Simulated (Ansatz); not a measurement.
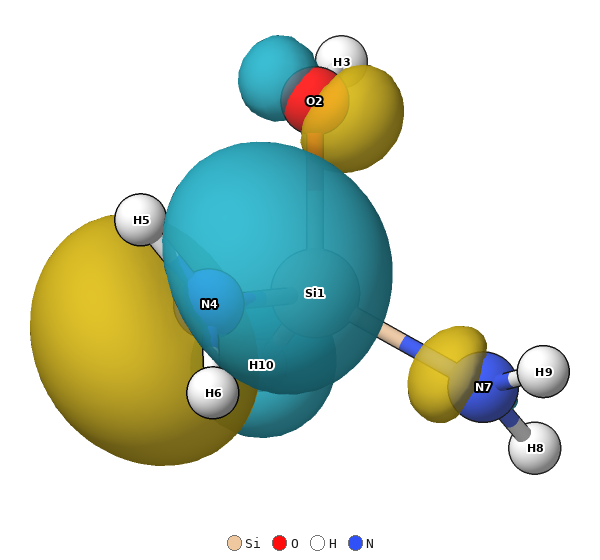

Figure. H₆N₂OSi. The HOMO at ±0.1 Å⁻³ᐟ² (yellow and cyan are the two phases), seen at an oblique angle.

The calculation used RKS PBE/6-31G (Ansatz).

| atom | x (Å) | y (Å) | z (Å) |
| --- | --- | --- | --- |
| Si | -0.0534 | 0.0293 | -0.0868 |
| O | 0.1095 | -0.2399 | 1.6347 |
| H | -0.6712 | -0.5582 | 2.1380 |
| N | 1.6337 | 0.0486 | -0.5476 |
| H | 2.3474 | -0.3637 | 0.0442 |
| H | 1.9600 | 0.4830 | -1.4033 |
| N | -0.7815 | 1.5158 | -0.6806 |
| H | -1.7325 | 1.5482 | -1.0374 |
| H | -0.3395 | 2.4236 | -0.5605 |
| H | -0.9925 | -1.0386 | -0.6326 |

### What is the character of this orbital?

It lies mainly on N4 (about 70 %); largely a lone pair of N4. Its energy is −5.28 eV.
